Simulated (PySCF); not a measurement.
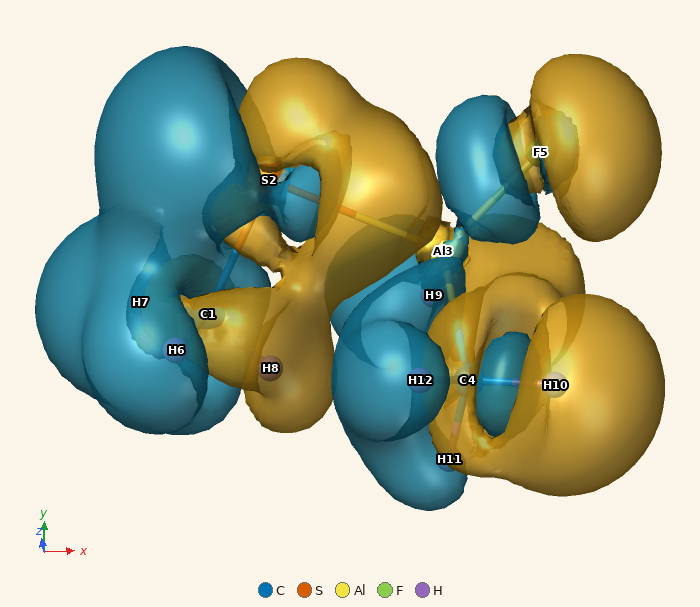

C2H7AlFS, charge −1, SMILES `C[S][AlH-]([CH3])[F]`. Change of the electron density in a uniform field of 0.15 V/Å, surfaces at ±0.0005 e/Å³ (yellow: gain, teal: loss).

PySCF calculation, PBE/6-31+G*, gas phase; geometry: GFN2-xTB. No frequency check shows the geometry to be a minimum. For an anion such functionals hold the outermost electrons too loosely, so the response is rough. The basis has diffuse s and p functions alone, which still leaves polarisabilities too small, most of all across bonds. GFN2-xTB bond lengths at metals and heavier atoms can be off by up to 0.1 Å and shapes distorted, which carries into these values.

Geometry (Å), atoms numbered from 1:

```
C1      -2.0646   -0.6583   -0.3774
S2      -1.2671    0.7821    0.3963
Al3      0.7893    0.0737   -0.3607
C4       1.1367   -1.7944    0.3952
F5       1.9994    1.1824    0.0210
H6      -2.3972   -1.3472    0.3967
H7      -2.9231   -0.3140   -0.9508
H8      -1.3549   -1.1562   -1.0386
H9       0.5605    0.0080   -1.9274
H10      2.2068   -1.9425    0.5840
H11      0.8640   -2.5655   -0.3381
H12      0.6296   -2.0794    1.3256
```

Along which Cartesian direction does the field point?

Along −x: electrons gather on the +x side, against the field.

How large is the response?

The induced dipole is 0.70 D (along the field); α along this axis, from the fields in both directions, is 91 bohr³ (13.4 Å³).

Which atoms gain and lose the most charge?

Electrons gather most on Al3 (Hirshfeld charge changes by −0.008 e) and leave S2 most (+0.008 e); 0.055 electrons are displaced in all.

Cost of the run: 69 s on 1 thread of Arm Neoverse V1, on a shared host, peak memory 0.47 GiB.
